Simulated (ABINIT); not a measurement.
# Excitons of BiOCl (P4/nmm): kernels and approximations

Wanted: excitons and ε₂ of BiOCl (P4/nmm), with cost.

Calculated with ABINIT 10.8.3; PBEsol and many-body steps on it, plane waves.

## 1. The structure

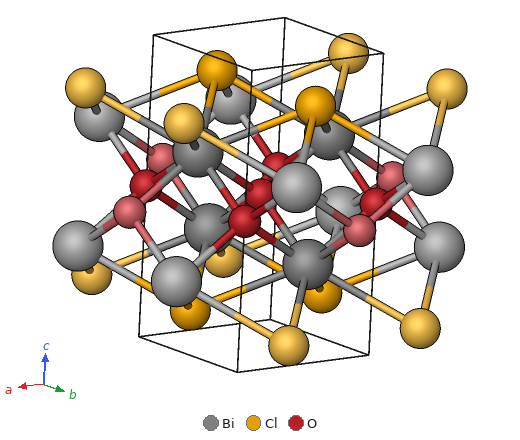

The starting structure, seen from a free direction (bismuth grey, chlorine orange, oxygen red). Some periodic images of atoms are drawn too.

The cell and positions come from the Crystallography Open Database and are kept as given unless a step says otherwise. Spin-orbit coupling is left out unless a step names it.

## 2. Empty states on the mesh, 4×4×2 mesh, 98 bands

This step: ABINIT 10.8.3; DFT, PBEsol, plane waves, norm-conserving pseudopotentials.

The sums over transitions need many empty states on a uniform mesh; this step solves for them.

The input, run.abi:

```
acell 3*1.0 Angstrom
rprim 
  3.885510000000 0.000000000000 0.000000000000
  0.000000000000 3.885510000000 0.000000000000
  0.000000000000 0.000000000000 7.348900000000
ntypat 3
znucl 83 17 8
natom 6
typat 1 1 2 2 3 3
xred 
  0.500000000000 0.000000000000 0.329040000000
  0.000000000000 0.500000000000 0.670960000000
  0.000000000000 0.500000000000 0.147200000000
  0.500000000000 0.000000000000 0.852800000000
  0.000000000000 0.000000000000 0.500000000000
  0.500000000000 0.500000000000 0.500000000000
pp_dirpath "pseudos"
pseudos "Bi.upf, Cl.upf, O.upf"
ecut 42
ngkpt 4 4 2
nshiftk 1
shiftk 0 0 0
kptopt 1
chksymbreak 0
iscf -2
irdden 1
istwfk *1
nband 98
nbdbuf 8
tolwfr 1e-09
nstep 60
prtvol 0
indata_prefix "in"
outdata_prefix "out"
tmpdata_prefix "tmp"
```

Run with:

```bash
$ OMP_NUM_THREADS=1 mpirun -n 4 abinit run.abi > log
```

Numbers of over 12 decimals in the logs are rounded to 6 here.

What it wrote:

```text
.Version 10.8.3 of ABINIT. v10.8.2 released Aug 2026.

 Symmetries : space group P4/n m m (#129); Bravais tP (primitive tetrag.)
[... echo of the input left out ...]
== DATASET  1 ==================================================================
-   mpi_nproc: 4, omp_nthreads: 1 (-1 if OMP is not activated)

--- !DatasetInfo
iteration_state: {dtset: 1, }
dimensions: {natom: 6, nkpt: 12, mband: 98, nsppol: 1, nspinor: 1, nspden: 1, mpw: 9764, }
cutoff_energies: {ecut:  42.0, pawecutdg:  -1.0, }
[...]
1.18425    1.21361    1.23068    1.23068    1.25334    1.26255    1.26255    1.31858
   1.35152    1.36556    1.36556    1.36752    1.38209    1.38209    1.42074    1.42974
   1.44204    1.44210
 prteigrs : prtvol=0 or 1, do not print more k-points.

== END DATASET(S) ==============================================================
================================================================================

 -outvars: echo values of variables after computation  --------
            nband          98
             nkpt          12
          spgroup         129
 [... the other variables as echoed above ...]

 Calculation completed.
```

Elapsed: 1.8 min, on 4 MPI ranks of Intel Xeon Platinum 8488C (Sapphire Rapids), shared host; peak memory 0.56 GiB.

Numbers from this step:

- gap: 2.623 eV
- k of the valence top: 0.5, 0, 0.5
- k of the conduction bottom: 0, 0, 0.5
- least direct gap: 2.927 eV
- k points computed: 12
- lowest point of the top converged band, above the valence top: 29.22 eV

On this mesh the gap is 2.623 eV.

The density comes from a self-consistent run that is not shown.

## 3. Screening, 4×4×2 mesh, 90 bands, screening to 98 eV

The RPA dielectric matrix is built and inverted for each q.

This step: RPA screening on PBEsol, plane waves, norm-conserving pseudopotentials.

run.abi, as its differences from that of step 2:

```diff
@@ -24,10 +24,11 @@
 chksymbreak 0
-iscf -2
-irdden 1
 istwfk *1
-nband 98
-nbdbuf 8
-tolwfr 1e-09
-nstep 60
-prtvol 0
+occopt 1
+irdwfk 1
+optdriver 3
+nband 90
+ecuteps 3.6
+inclvkb 2
+awtr 1
+symchi 1
 indata_prefix "in"
```

What it wrote:

```text
.Version 10.8.3 of ABINIT. v10.8.2 released Aug 2026.

 Symmetries : space group P4/n m m (#129); Bravais tP (primitive tetrag.)
[... echo of the input left out ...]
== DATASET  1 ==================================================================
-   mpi_nproc: 4, omp_nthreads: 1 (-1 if OMP is not activated)

--- !DatasetInfo
iteration_state: {dtset: 1, }
dimensions: {natom: 6, nkpt: 12, mband: 90, nsppol: 1, nspinor: 1, nspden: 1, mpw: 9764, }
cutoff_energies: {ecut:  42.0, pawecutdg:  -1.0, }
[...]
--------------------------------------------------------------------------------
[... chi0 elements left out ...]
 For q-point:  0.000010 0.000020 0.000030
  dielectric constant =   6.0491
  dielectric constant without local fields =   6.8473

  Average fulfillment of the sum rule on Im[epsilon] for q-point    1 :     41.19  [%]
[... wings left out ...]
  q-point number  2        q = ( 0.250000, 0.000000, 0.000000) [r.l.u.]
--------------------------------------------------------------------------------
[... chi0 elements left out ...]
  Average fulfillment of the sum rule on Im[epsilon] for q-point    2 :     51.21  [%]

 [... 10 further q-points ...]
```

The job ended after 2.5 min (4 MPI ranks; peak memory 2.6 GiB).

Numbers from this step:

```
ε∞ with local fields, on this mesh, along the program's q direction : 6.049
the same without local fields                                       : 6.847
plasma frequency                                                    : 29.91 eV
plane waves in the screening matrix                                 : 239
```

Local fields lower ε∞ by 12 %. On a Γ-centred mesh this coarse the value itself is usually too large, while a short band sum pulls it down.

## 4. Self-energy, 4×4×2 mesh, 90 bands, screening to 98 eV

The self-energy is evaluated for the states that the input lists, and the levels follow from it, in one-shot runs by the linearised quasiparticle equation.

This step: G0W0 on PBEsol, plane waves, norm-conserving pseudopotentials.

run.abi, as its differences from that of step 3:

```diff
@@ -27,8 +27,19 @@
 irdwfk 1
-optdriver 3
+optdriver 4
 nband 90
+gwcalctyp 0
+ecutsigx 42
+symsigma 1
+nkptgw 3
+kptgw 
+  0.5000000000 0.0000000000 0.5000000000
+  0.0000000000 0.0000000000 0.5000000000
+  0.0000000000 0.0000000000 0.0000000000
+bdgw 
+  35 38
+  35 38
+  35 38
 ecuteps 3.6
-inclvkb 2
-awtr 1
-symchi 1
+irdscr 1
+ppmodel 1
 indata_prefix "in"
```

What it wrote:

```text
.Version 10.8.3 of ABINIT. v10.8.2 released Aug 2026.

 Symmetries : space group P4/n m m (#129); Bravais tP (primitive tetrag.)
[... echo of the input left out ...]
== DATASET  1 ==================================================================
-   mpi_nproc: 4, omp_nthreads: 1 (-1 if OMP is not activated)

--- !DatasetInfo
iteration_state: {dtset: 1, }
dimensions: {natom: 6, nkpt: 12, mband: 90, nsppol: 1, nspinor: 1, nspden: 1, mpw: 9764, }
cutoff_energies: {ecut:  42.0, pawecutdg:  -1.0, }
[...]
Band     E0 <VxcDFT>   SigX SigC(E0)      Z dSigC/dE  Sig(E)    E-E0       E
[...]
37   8.851 -13.262  -9.141  -2.738   0.834  -0.199 -12.109   1.153  10.004
       38   9.553 -13.220  -9.111  -2.648   0.832  -0.202 -12.005   1.215  10.768

== END DATASET(S) ==============================================================
================================================================================

 -outvars: echo values of variables after computation  --------
           etotal      0.0000000000E+00
            nband          90
             nkpt          12
          spgroup         129
 [... the other variables as echoed above ...]

 Calculation completed.
```

The job ended after 22 s (4 MPI ranks; peak memory 2.4 GiB; 84 s of CPU time).

This step gave:

| Quantity | Value |
| --- | --- |
| G0W0 gap on the points computed | 3.765 eV |
| starting gap on the mesh | 2.623 eV |
| k of the valence top | 0.5, 0, 0.5 |
| k of the conduction bottom | 0, 0, 0.5 |
| least direct G0W0 gap on the computed points | 3.854 eV |

The gap on the mesh goes from 2.62 eV to 3.77 eV, a correction of +1.14 eV.

The gap opens by 1.142 eV; the next steps shift the empty bands rigidly by 1.142 eV. The least direct G0W0 gap is 3.854 eV, so this shift leaves the direct transitions +0.22 eV off.

## 5. Excitons

Optical absorption needs the electron-hole interaction, solved here in a basis of vertical transitions on the mesh.

This step: Bethe-Salpeter equation on PBEsol with a scissors shift, plane waves, norm-conserving pseudopotentials.

run.abi, as its differences from that of step 4:

```diff
@@ -27,19 +27,17 @@
 irdwfk 1
-optdriver 4
-nband 90
-gwcalctyp 0
-ecutsigx 42
-symsigma 1
-nkptgw 3
-kptgw 
-  0.5000000000 0.0000000000 0.5000000000
-  0.0000000000 0.0000000000 0.5000000000
-  0.0000000000 0.0000000000 0.0000000000
-bdgw 
-  35 38
-  35 38
-  35 38
+optdriver 99
+bs_calctype 1
+mbpt_sciss 1.142 eV
+bs_loband 26
+nband 43
+bs_exchange_term 1
+bs_coulomb_term 11
+bs_coupling 0
+bs_algorithm 1
+bs_freq_mesh 0 10 0.1 eV
+zcut 0.15 eV
 ecuteps 3.6
+ecutwfn 21
+inclvkb 2
 irdscr 1
-ppmodel 1
 indata_prefix "in"
```

What it wrote:

```text
.Version 10.8.3 of ABINIT. v10.8.2 released Aug 2026.

 Symmetries : space group P4/n m m (#129); Bravais tP (primitive tetrag.)
[... echo of the input left out ...]
== DATASET  1 ==================================================================
-   mpi_nproc: 4, omp_nthreads: 1 (-1 if OMP is not activated)

--- !DatasetInfo
iteration_state: {dtset: 1, }
dimensions: {natom: 6, nkpt: 12, mband: 43, nsppol: 1, nspinor: 1, nspden: 1, mpw: 3484, }
cutoff_energies: {ecut:  21.0, pawecutdg:  -1.0, }
electrons: {nelect:   7.20000000E+01, charge:   0.00000000E+00, occopt:   1.00000000E+00, tsmear:   1.00000000E-02, }

 Exciton: Calculation of dielectric properties by solving the Bethe-Salpeter equation
 in frequency domain and reciprocal space on a transitions basis set.
 Based on a program developed by L. Reining, V. Olevano, F. Sottile,
 S. Albrecht, and G. Onida. Incorporated in ABINIT by M. Giantomassi.

.Using double precision arithmetic ; gwpc =  8

[... cell and pseudopotentials left out ...]
--------------------------------------------------------------------------------

 ==== K-mesh for the wavefunctions ====
 Number of points in the irreducible wedge :    12
[... list of points left out ...]
 Together with 16 symmetry operations and time-reversal symmetry
 yields    32 points in the full Brillouin Zone.

 ==== Q-mesh for the screening function ====
 Number of points in the irreducible wedge :    12
[... list of points left out ...]
 Together with 16 symmetry operations and time-reversal symmetry
 yields    32 points in the full Brillouin Zone.

 vcoul_init : cutoff-mode = AUXILIARY_FUNCTION
 q-points for optical limit:   1
     1)      0.000010    0.000020    0.000030
 setmesh: FFT mesh size selected  =    24x   24x   45
          total number of points  =        25920

 ==== Fundamental parameters for the solution of the Bethe-Salpeter equation: ====
 Algorithm: Direct diagonalization.
 Dimension of the v, W matrices,  npweps  = 239
 Cutoff for the wavefunctions,    npwwfn  = 3461
 Number of k-points in the IBZ,   nkibz   = 12
 Highest empty band included,     nband   = 43
 === Spin UP ===
 Number of resonant transitions          2464
 Lowest occupied state                   26
 Highest occupied state                  36
 Lowest unoccupied state                 37
 Highest unoccupied state                43
 Minimum frequency [eV]           Emin    =   0.00
 Maximum frequency [eV]           Emax    =  10.00
 Frequency step [eV]              dE      =   0.10
 Lorentzian broadening [eV]       eta     =   0.15
 RPA L0 with KS energies and KS wavefunctions
 Scissors operator energy [eV] =          1.14
 Local fields effects (v term) included
 Excitonic effects (W term) included
 Full W_GG' included
 W is read from an external SCR file
 Resonant-only calculation (Hermitian case)

 Calculating epsilon_Macro(q-->0,w), along the following directions:
 q = (  1.168603  0.000000  0.000000) [r.l.u.]
 q = (  0.000000  1.168603  0.000000) [r.l.u.]
 q = (  0.000000  0.000000  2.210250) [r.l.u.]
 q = (  1.168603  0.000000  0.000000) [r.l.u.]
 q = (  0.000000  1.168603  0.000000) [r.l.u.]
 q = (  0.000000  0.000000  2.210250) [r.l.u.]
 Number of electrons calculated from density =   71.9696; Expected =   72.0000
 average of density, n =  0.096125
 r_s =    1.3542
 omega_plasma =   29.9070 [eV]

. Writing resonant excitonic Hamiltonian on file out_BSR; file size=   0.05 [Gb].
 Direct diagonalization of the resonant excitonic Hamiltonian, Matrix size= 2464
. Using LAPACK sequential version.
 Excitonic eigenvalues in eV up to n=   32
   3.65100   3.66655   4.03079   4.04577   4.05304   4.05318   4.43044   4.43184
   4.47449   4.48088   4.49948   4.50457   4.52043   4.52112   4.55261   4.72035
   4.73357   4.75687   4.77006   4.78422   4.84046   4.84052   4.87635   4.89588
   4.90785   4.91095   4.91185   4.91574   4.92003   4.94023   4.94459   4.94636

 First excitonic eigenvalue=    3.65 [eV]
 Last  excitonic eigenvalue=   17.31 [eV]

 GW  direct gap       4.07  0.00 [eV]
 EXC direct gap       3.65  0.00 [eV]
 EXC binding energy   0.42  0.00 [eV]

 Excitonic eigenvalues up to the GW energy gap [eV]
  1 (  3.65  0.00)
  2 (  3.67  0.00)
  3 (  4.03  0.00)
  4 (  4.05  0.00)
  5 (  4.05  0.00)
  6 (  4.05  0.00)

 Macroscopic dielectric function:
 omega [eV] <KS_RPA_nlf>  <GW_RPA_nlf>  <BSE>
   0.0000   5.7793   0.0000   4.9433   0.0000   5.4670   0.0000
   0.1000   5.7811   0.0054   4.9443   0.0028   5.4685   0.0043
   0.2000   5.7864   0.0107   4.9471   0.0057   5.4728   0.0086
   0.3000   5.7954   0.0162   4.9519   0.0086   5.4799   0.0130
   0.4000   5.8080   0.0217   4.9585   0.0115   5.4900   0.0174
   0.5000   5.8243   0.0274   4.9671   0.0144   5.5031   0.0219
   0.6000   5.8444   0.0332   4.9777   0.0174   5.5191   0.0265
   0.7000   5.8684   0.0393   4.9903   0.0205   5.5383   0.0312
   0.8000   5.8965   0.0455   5.0050   0.0236   5.5606   0.0361
   0.9000   5.9289   0.0521   5.0217   0.0268   5.5863   0.0411

 Writing KS-RPA macroscopic dielectric function without local fields to file: out_RPA_NLF_MDF
 Writing GW-RPA macroscopic dielectric function without local fields to file: out_GW_NLF_MDF
 Writing EXC Macroscopic dielectric function to file: out_EXC_MDF

== END DATASET(S) ==============================================================
================================================================================

 -outvars: echo values of variables after computation  --------
           etotal      0.0000000000E+00
            nband          43
             nkpt          12
          spgroup         129
 [... the other variables as echoed above ...]

 Calculation completed.
```

It took 5.2 min on 4 MPI ranks; peak memory 0.92 GiB.

Numbers from this step:

- direct gap of the transition levels: 4.070 eV
- transitions in the window: 2464
- first strong exciton (over a fiftieth of the strongest listed): 3.651 eV
- lowest state: 3.651 eV
- binding of the lowest state below the direct gap: 0.4188 eV
- Coulomb term of one mesh cell: 0.4432 eV

The binding is 0.94 times the screened Coulomb term of one mesh cell (0.44 eV), so it is not shown settled.

The lowest state lies at 3.651 eV, 0.419 eV under the direct gap.

Lines within 3 meV are set at the lowest of them, and the highest group, which the list may cut short, is left out; lines within 3 meV are set at the lowest of them, and the highest group, which the list may cut short, is left out. Exciton lines, with heights relative to the strongest:

| position (eV) | lines merged | oscillator strength, relative |
| --- | --- | --- |
| 3.651 | 1 | 8.5 |
| 3.667 | 1 | 2.9 |
| 4.031 | 1 | 5.4 |
| 4.046 | 1 | 14 |
| 4.053 | 2 | 0.1 |
| 4.430 | 2 | 100 |
| 4.474 | 1 | 51 |
| 4.481 | 1 | 55 |
| 4.500 | 1 | 1.0 |
| 4.505 | 1 | 1.2 |
| 4.520 | 2 | 16 |

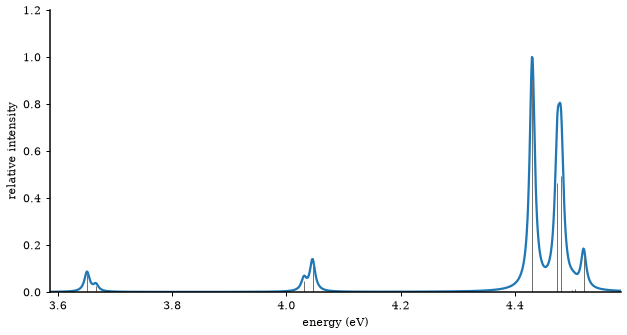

The exciton spectrum, broadened with Lorentzians of width 0.011 eV; bars mark the lines.

The ε₂ has structure finer than the step of the table below, so its rows give means over 1 eV, whole bins alone (the curve runs from 0 to 10 eV). Peaks (eV: height): BSE 4.5: 11.2, 5.0: 14.0, 5.9: 13.7; no electron-hole interaction 6.5: 12.7, 7.2: 11.3; Kohn-Sham, no shift 5.3: 12.5, 6.1: 11.2.

Mean over the three Cartesian directions of q; broadening 0.15 eV; transition window only. Limits: finite bands, cutoff and mesh; no spin-orbit coupling; coarse k mesh; exciton not shown settled in the k mesh. ε₂ against photon energy; means over each step:

| photon energy (eV) | BSE | no electron-hole interaction | Kohn-Sham, no shift |
| --- | --- | --- | --- |
| 1 | 0.0474 | 0.0306 | 0.0607 |
| 2 | 0.124 | 0.0741 | 0.180 |
| 3 | 0.380 | 0.169 | 0.994 |
| 4 | 3.73 | 0.790 | 5.67 |
| 5 | 10.7 | 4.66 | 11.0 |
| 6 | 10.5 | 10.5 | 10.3 |
| 7 | 6.37 | 10.6 | 5.84 |
| 8 | 2.76 | 6.65 | 3.24 |
| 9 | 2.40 | 3.48 | 1.75 |

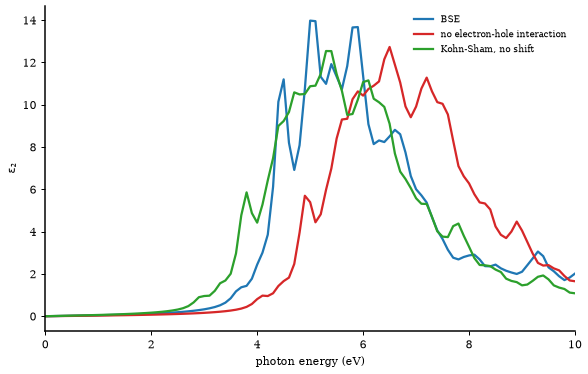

ε₂ against photon energy.

## 6. Triplet (no exchange term)

run.abi, as its differences from that of step 5:

```diff
@@ -30,5 +30,5 @@
 mbpt_sciss 1.142 eV
-bs_loband 26
-nband 43
-bs_exchange_term 1
+bs_loband 27
+nband 41
+bs_exchange_term 0
 bs_coulomb_term 11
@@ -36,3 +36,3 @@
 bs_algorithm 1
-bs_freq_mesh 0 10 0.1 eV
+bs_freq_mesh 0 8 0.05 eV
 zcut 0.15 eV
```

What it wrote:

```text
.Version 10.8.3 of ABINIT. v10.8.2 released Aug 2026.

 Symmetries : space group P4/n m m (#129); Bravais tP (primitive tetrag.)
[... echo of the input left out ...]
== DATASET  1 ==================================================================
-   mpi_nproc: 4, omp_nthreads: 1 (-1 if OMP is not activated)

--- !DatasetInfo
iteration_state: {dtset: 1, }
dimensions: {natom: 6, nkpt: 12, mband: 41, nsppol: 1, nspinor: 1, nspden: 1, mpw: 3484, }
cutoff_energies: {ecut:  21.0, pawecutdg:  -1.0, }
electrons: {nelect:   7.20000000E+01, charge:   0.00000000E+00, occopt:   1.00000000E+00, tsmear:   1.00000000E-02, }

 Exciton: Calculation of dielectric properties by solving the Bethe-Salpeter equation
 in frequency domain and reciprocal space on a transitions basis set.
 Based on a program developed by L. Reining, V. Olevano, F. Sottile,
 S. Albrecht, and G. Onida. Incorporated in ABINIT by M. Giantomassi.

.Using double precision arithmetic ; gwpc =  8

[... cell and pseudopotentials left out ...]
--------------------------------------------------------------------------------

 ==== K-mesh for the wavefunctions ====
 Number of points in the irreducible wedge :    12
[... list of points left out ...]
 Together with 16 symmetry operations and time-reversal symmetry
 yields    32 points in the full Brillouin Zone.

 ==== Q-mesh for the screening function ====
 Number of points in the irreducible wedge :    12
[... list of points left out ...]
 Together with 16 symmetry operations and time-reversal symmetry
 yields    32 points in the full Brillouin Zone.

 vcoul_init : cutoff-mode = AUXILIARY_FUNCTION
 q-points for optical limit:   1
     1)      0.000010    0.000020    0.000030
 setmesh: FFT mesh size selected  =    24x   24x   45
[...]
average of density, n =  0.096125
 r_s =    1.3542
 omega_plasma =   29.9070 [eV]

. Writing resonant excitonic Hamiltonian on file out_BSR; file size=   0.02 [Gb].
 Direct diagonalization of the resonant excitonic Hamiltonian, Matrix size= 1600
. Using LAPACK sequential version.
 Excitonic eigenvalues in eV up to n=   32
   3.62400   3.64738   4.01048   4.03003   4.04827   4.04852   4.41835   4.42182
   4.45496   4.46175   4.49137   4.49796   4.50907   4.51218   4.51263   4.68607
   4.70320   4.71948   4.74550   4.75786   4.82767   4.83619   4.83700   4.87239
   4.88838   4.89514   4.89650   4.89741   4.91278   4.92062   4.93212   4.93577

 First excitonic eigenvalue=    3.62 [eV]
 Last  excitonic eigenvalue=   10.78 [eV]

 GW  direct gap       4.07  0.00 [eV]
 EXC direct gap       3.62  0.00 [eV]
 EXC binding energy   0.45  0.00 [eV]

 Excitonic eigenvalues up to the GW energy gap [eV]
  1 (  3.62  0.00)
  2 (  3.65  0.00)
  3 (  4.01  0.00)
  4 (  4.03  0.00)
  5 (  4.05  0.00)
  6 (  4.05  0.00)

 Macroscopic dielectric function:
 omega [eV] <KS_RPA_nlf>  <GW_RPA_nlf>  <BSE>
   0.0000   5.2736   0.0000   4.5002   0.0000   5.1609   0.0000
   0.0500   5.2740   0.0026   4.5004   0.0013   5.1612   0.0023
   0.1000   5.2753   0.0051   4.5011   0.0027   5.1624   0.0045
[...]
0.4000   5.3009   0.0208   4.5146   0.0108   5.1851   0.0184
   0.4500   5.3083   0.0235   4.5184   0.0122   5.1916   0.0207

 Writing KS-RPA macroscopic dielectric function without local fields to file: out_RPA_NLF_MDF
 Writing GW-RPA macroscopic dielectric function without local fields to file: out_GW_NLF_MDF
 Writing EXC Macroscopic dielectric function to file: out_EXC_MDF

== END DATASET(S) ==============================================================
================================================================================

 -outvars: echo values of variables after computation  --------
           etotal      0.0000000000E+00
            nband          41
             nkpt          12
          spgroup         129
 [... the other variables as echoed above ...]

 Calculation completed.
```

Run time: 2.1 min. Hardware: 4 MPI ranks; peak memory 0.83 GiB.

The lowest triplet lies at 3.624 eV; without spin-orbit coupling triplets are dark, so no spectrum is read.

(Part 1 of 3 ends here.)

[Paths, hosts, dates, memory and timing lines, banners, echoed tables and standing remarks are left out of the program output.]

[Logs are printed without paths, hosts, clocks, repeated set-up lines and the standing remarks that a program may print on its own settings, such as how far it seeks lower states.]

[Runs of the session that timed out or met a known fault of the program may be left out.]

[Hosts, paths, dates, database ids (printed as entryN), source tags and the programs' standing remarks are cut or masked in the printed files.]

[G0W0 gaps are taken among the corrected bands and points alone; a level outside them can change the order at an edge.]

[Where Ansatz stands beside ABINIT at settings called matched, ABINIT's density can come from a denser mesh and the files from another edition; pairs whose starting gaps differed by over 0.03 eV were left out, so agreement reads better than it is.]
